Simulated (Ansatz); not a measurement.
# Two runs on C$_{2}$H$_{7}$FSSi

System: C$_{2}$H$_{7}$FSSi, SMILES C[SiH](S)CF.
Method of the first run: RKS SPW92 (LDA)/def2-TZVPP (Ansatz 0.2.0).

The geometry comes from this level: PBE0-D4/def2-TZVP. Text and figures count atoms from 1; the logs count them from 0 in places.

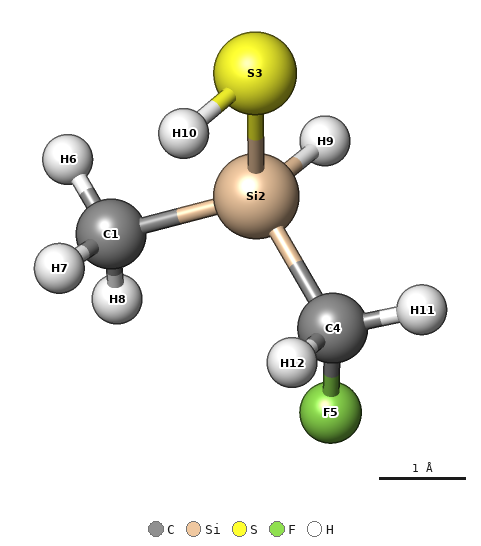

Fig. 1: The structure (ball-and-stick view, seen at a tilt; atoms are numbered from 1 in the order of the input). Bond lengths as drawn: C–F 1.39 Å, C–H 1.09 to 1.10 Å, C–Si 1.86 to 1.89 Å, H–S 1.34 Å, H–Si 1.49 Å and S–Si 2.14 Å.

## Input, the first run
```yaml
crystal:
  periodic: [false, false, false]
  atoms:
    - {symbol: C, position_ang: [-1.406874, 0.521575, 0.594125]}
    - {symbol: Si, position_ang: [0.331231, 0.584216, -0.066961]}
    - {symbol: S, position_ang: [1.817486, 0.673771, 1.474671]}
    - {symbol: C, position_ang: [0.676626, -0.943461, -1.132001]}
    - {symbol: F, position_ang: [-0.307878, -1.075794, -2.110906]}
    - {symbol: H, position_ang: [-1.638421, 1.421907, 1.166114]}
    - {symbol: H, position_ang: [-1.546327, -0.344418, 1.245872]}
    - {symbol: H, position_ang: [-2.115512, 0.440026, -0.234206]}
    - {symbol: H, position_ang: [0.570103, 1.811663, -0.868173]}
    - {symbol: H, position_ang: [1.368449, -0.415959, 2.121149]}
    - {symbol: H, position_ang: [1.649405, -0.871199, -1.628488]}
    - {symbol: H, position_ang: [0.678713, -1.857428, -0.526998]}
basis:
  gaussian: {orbitals: def2-TZVPP}
hamiltonian: {xc: lda}
output: {orbitals: {seedname: orbitals}}
```

Hardware: 4 CPU threads, shared host.

## Output (the first run)
```
Functional definition: SPW92
  exchange = slater_x
  correlation = pw_c
1501 factors; their error is unknown
mean field evaluation 1: about -23501.3823 eV, gradient 7.7e1 eV
mean field evaluation 2: about -23482.4308 eV, gradient 1.1e2 eV
mean field evaluation 4: about -23514.5424 eV, gradient 9.5e0 eV
mean field evaluation 8: about -23514.7609 eV, gradient 2.6e-1 eV
mean field evaluation 16: about -23514.7262 eV, gradient 4.8e-4 eV
mean field -23514.72621326 eV, -864.1502494836 hartree, gradient 6.3e-5 eV, S^2 0.000000; 0 other end points of the search recorded, 0 dependent functions left out
reference -23514.72625285 eV, -864.1502509382 hartree; 29, 29 occupied and 246, 246 virtual orbitals, 1501 factors
Total energy: -23514.72625285 eV, -864.1502509382 hartree
```

For the second run the input was changed thus:
```diff
-hamiltonian: {xc: lda}
+hamiltonian: {xc: pbe0, dispersion: d4}
```

What does this change do to the results?

The total energies belong to different models, so their difference says nothing on which is more stable or more accurate. The HOMO goes from −6.33 to −7.46 eV. The LUMO goes from −0.80 to 0.31 eV.

## Output (the second run)
```
Functional definition: PBE0
  parameter a = 0.25
  parameter kappa = 0.804
  parameter beta = 0.06672455060314922
  exchange = (1 - a)*pbe_x(kappa = kappa, mu = beta*pi^2/3) + a*exact_x
  correlation = pbe_c(beta = beta)
1535 factors; their error is unknown
mean field evaluation 1: about -23602.5101 eV, gradient 5.6e1 eV
mean field evaluation 2: about -23600.8370 eV, gradient 5.9e1 eV
mean field evaluation 4: about -23609.4060 eV, gradient 2.7e0 eV
mean field evaluation 8: about -23609.4185 eV, gradient 4.5e-2 eV
mean field evaluation 16: about -23609.4465 eV, gradient 5.2e-5 eV
mean field -23609.44647961 eV, -867.6311550679 hartree, gradient 5.2e-5 eV, S^2 0.000000; 0 other end points of the search recorded, 0 dependent functions left out
reference -23609.44651111 eV, -867.6311562255 hartree; 29, 29 occupied and 246, 246 virtual orbitals, 1535 factors
Total energy: -23609.67654835 eV, -867.6396099382 hartree
```

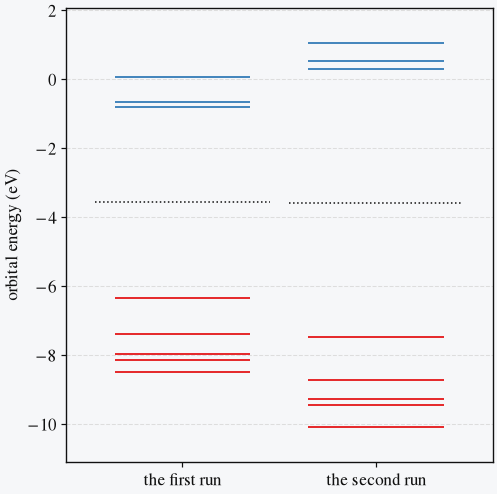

Fig. 2: The five highest filled and three lowest empty orbital energies of the two runs; the dotted lines part filled from empty levels. The HOMO–LUMO gap is 5.53 eV in the first run and 7.78 eV in the second run.

## The two runs side by side

| quantity | the first run | the second run |
| --- | --- | --- |
| outcome | converged | converged |
| total energy (hartree) | −864.150251 | −867.639610 |
| HOMO (eV) | −6.33 | −7.46 |
| LUMO (eV) | −0.80 | 0.31 |
| basis functions | 275 | 275 |
| wall time (shared host) | 3.1 s | 8 s |
